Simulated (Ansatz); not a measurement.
# Gate voltage at the highest density: bismuthene bilayer, AB

A layer charged from one gate needs a voltage that grows with the carrier density; the slope is e over the total capacitance.

**Method.** Ansatz 0.2.0, plane waves with PAW datasets (its set soft_2), PBE-D3(BJ); isolated slab, charged sheet 5 Å from the outer atoms behind model barriers, atoms held, Fermi-Dirac smearing of 0.05 eV. The voltage is that of the gate against the layer's Fermi level, from the uncharged case, which has no gap over 0.05 eV.

```
  run  added electrons (10¹³ per cm²)  gate voltage (V)
run 1                           −1.00             −0.71
run 2                           −2.00             −1.40
run 3                           −4.00             −2.78
run 4                           −7.00             −4.88
run 5                          −11.00                 ?
```

Q: Estimate the withheld value from the rows shown.

A least-squares line through the 4 rows shown has slope 0.6950 and intercept −0.0100; no row lies more than 0.01 V off it. The capacitance is 1.602/0.6950 = 2.31 µF/cm², against 1.77 µF/cm² for plates 5 Å apart in vacuum; it is the larger, as where the added charge has its centre outside the outer atoms (not examined here). At −11.00 it gives 0.6950 × (−11.00) + (−0.0100) = −7.65 V, beyond the rows fitted. Rounding and scatter of the rows alone allow about ±0.025 V there.

The run itself gives −7.74 V: a miss of −0.09 V, or 1.2 % of the value. The capacitance falls a little towards the highest density.

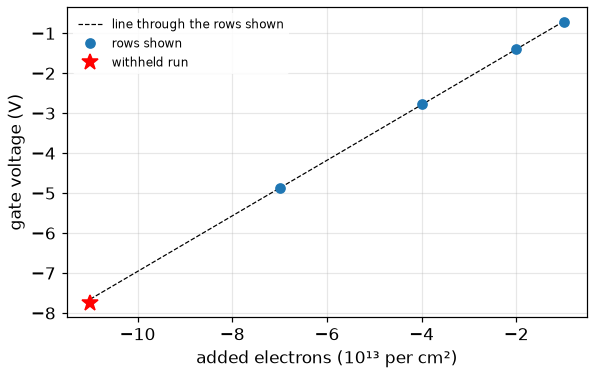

The fit and the withheld run.

**Limits.** The gates are model sheets, not atoms, and low densities sample few k-points. Spin-orbit coupling is left out, which changes the bands of elements this heavy.

[Logs are printed without paths, hosts, clocks, repeated set-up lines and the standing remarks that a program may print on its own settings, such as how far it seeks lower states.]
